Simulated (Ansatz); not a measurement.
Partial pair distribution functions of a relaxed model of amorphous In₉Ga₉Zn₉O₄₁Ta₂, broadened by 0.06 Å; density 6.12 g/cm³. Computed with PBE, scalar-relativistic without spin-orbit coupling (plane waves to 420 eV, PAW; Ansatz, a first-principles code).

Preparation: random packing, a CHGNet melt and quench, and a DFT relaxation. O atoms were pushed apart under 1.9 Å during the dynamics, to hinder bonds among them. The hot cell started wider than the set density and was brought back towards it in steps. It is the lowest in DFT energy of 2 quenches. It is a model cell: composition and starting density were chosen by hand, and all elements were melted together. No dispersion term was used. Its density started from a set value of 6.12 and ended at 6.12 g/cm³. The quench (nominally 320 K/ps over its main leg) was far faster than any real one, so the model tends to hold more defects than a real film. Values belong to this one cell and scatter from quench to quench. The volume was held where the preparation left it and the shape relaxed, at a PBE pressure of 0.8 GPa. Stress components on the final sampling reach 0.9 GPa.

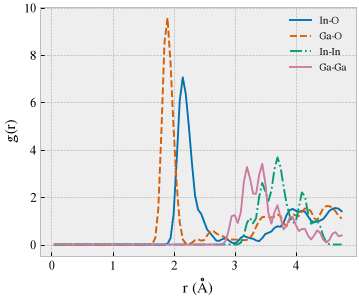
Fig. 1. Partial pair distribution functions

Highest peaks under 4.5 Å: In-O near 2.15 Å, Ga-O near 1.90 Å, In-In near 3.70 Å, Ga-Ga near 3.45 Å; pairs of few atoms are noisy.

Within 2.70 Å each In has 5.78 O neighbours on average.
